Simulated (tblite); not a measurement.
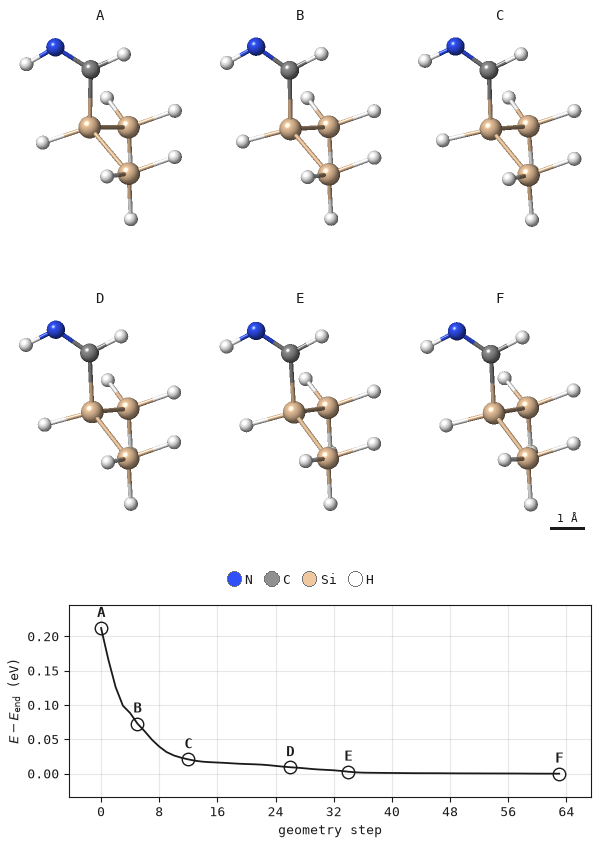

Frames of a relaxation of CH₉NSi₃, marked on the history of the run. The picture is a ball-and-stick view, seen from a free direction.

All numbers below come from tblite, GFN2-xTB geometry optimisation, gas phase. 

Q: What happens along the run?

A: An H atom moves most after the best rigid fit: 0.28 Å. Largest moves by element: H 0.28 Å, Si 0.17 Å, N 0.06 Å, C 0.05 Å. Among the contacts that change: C–Si 1.861 → 1.910 Å, Si–Si 2.282 → 2.322 Å, C–N 1.283 → 1.258 Å, H–Si 1.485 → 1.465 Å. Bond angles that change, for instance: Si–Si–Si 105.3° → 117.8°, C–Si–H 110.8° → 102.8°, N–C–Si 123.4° → 128.8°. After 63 geometry steps the energy has fallen by 0.212 eV. The run took 0.69 s on 1 thread of Arm Neoverse N1, with other jobs on the host. From step 0 to 5: an H atom moves most (0.08 Å), energy −0.139 eV. From step 5 to 12: H atoms move most (0.10 Å), energy −0.052 eV. From step 12 to 26: H atoms move most (0.08 Å), energy −0.011 eV. From step 26 to 34: H atoms move most (0.10 Å), energy −0.007 eV. From step 34 to 63: an H atom moves most (0.06 Å), energy −0.003 eV.

| step | E − E(0), eV |
| --- | --- |
| 0 | 0.0000 |
| 1 | -0.0461 |
| 2 | -0.0860 |
| 3 | -0.1132 |
| 4 | -0.1239 |
| 5 | -0.1392 |
| 6 | -0.1505 |
| 7 | -0.1628 |
| 8 | -0.1728 |
| 9 | -0.1807 |
| 10 | -0.1856 |
| 13 | -0.1935 |
| 16 | -0.1960 |
| 18 | -0.1971 |
| 21 | -0.1985 |
| 24 | -0.2009 |
| 27 | -0.2035 |
| 30 | -0.2062 |
| 32 | -0.2073 |
| 35 | -0.2103 |
| 38 | -0.2110 |
| 41 | -0.2113 |
| 43 | -0.2115 |
| 46 | -0.2116 |
| 49 | -0.2117 |
| 52 | -0.2118 |
| 55 | -0.2119 |
| 57 | -0.2120 |
| 60 | -0.2122 |
| 63 | -0.2122 |
